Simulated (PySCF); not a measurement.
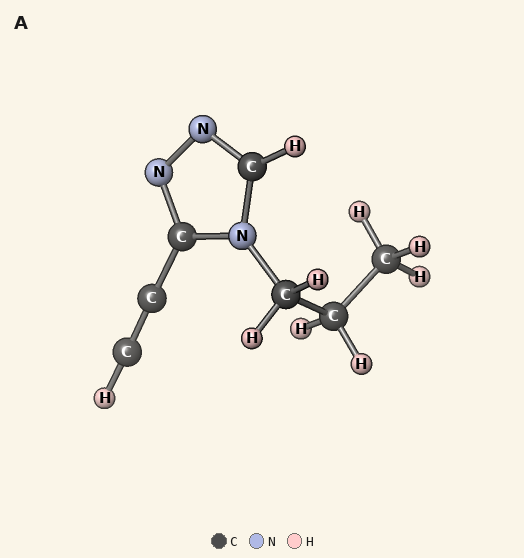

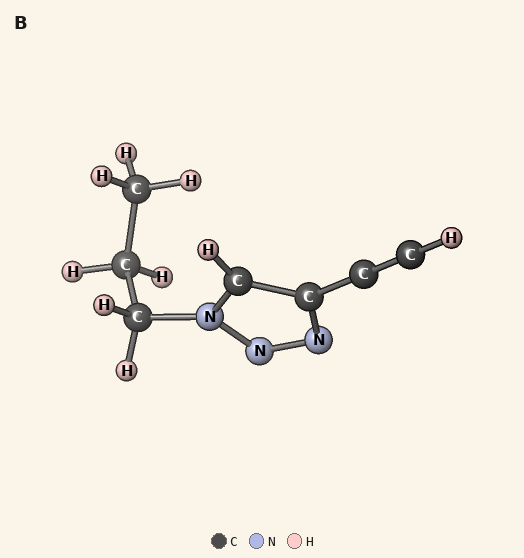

2 stationary structures of one formula. Geometries: GFN2-xTB. Electronic energies: PBE0/pcSseg-1 (PySCF 2.14.0), without zero-point energy. No frequency run is at hand to confirm each as a minimum. Each is one conformer, not always the lowest.

How are they related?

Answer. They are constitutional isomers of C7H9N3: A `C#Cc1nncn1CCC`, B `C#Cc1cn(CCC)nn1`.

Which is lowest in energy, and by how much?

Answer. A is lowest; B lies 0.372 eV above it.
